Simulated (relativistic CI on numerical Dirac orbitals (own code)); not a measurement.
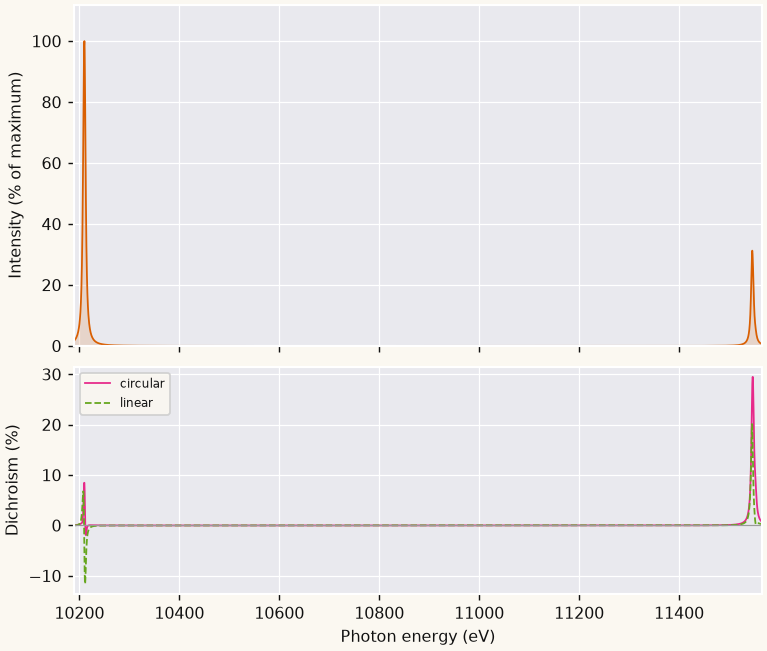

L₂,₃ X-ray absorption of W⁵⁺, [Xe] 4f¹⁴ 5d, in no crystal field (free ion). Multiplet model: relativistic Dirac–Coulomb–Breit theory, one configuration a step, Slater integrals scaled by 1, 300 K, Voigt broadening (Lorentzian 5 eV, Gaussian 1 eV full widths), computed with a radial Dirac CI code. Dichroism is for the ground state at zero temperature, magnetised by an exchange field of 10 meV on Sz (linear: z less the mean of x and y).

> Describe the spectrum.

The main maxima lie at 10209.9 eV (100) and 11546.4 eV (31), heights in % of the largest; the centroid is at 10531.0 eV. The lower edge holds 0.76 of the intensity (branching ratio, edges parted at 10880 eV), and the core spin-orbit splitting of the orbitals is 1370 eV. The ground state has S = 0.50. The circular dichroism (Δm = −1 less Δm = +1) is largest at 11547.5 eV, 29 % of the isotropic maximum; its integrals over the lower and upper edge are 0.008 and 0.080 of the sum over the three polarisations. The magnetised ground state has ⟨Lz⟩ = 1.80 and ⟨Sz⟩ = −0.30.

Caveat: free-ion energies, so absolute edge positions are off by a few eV from solids.
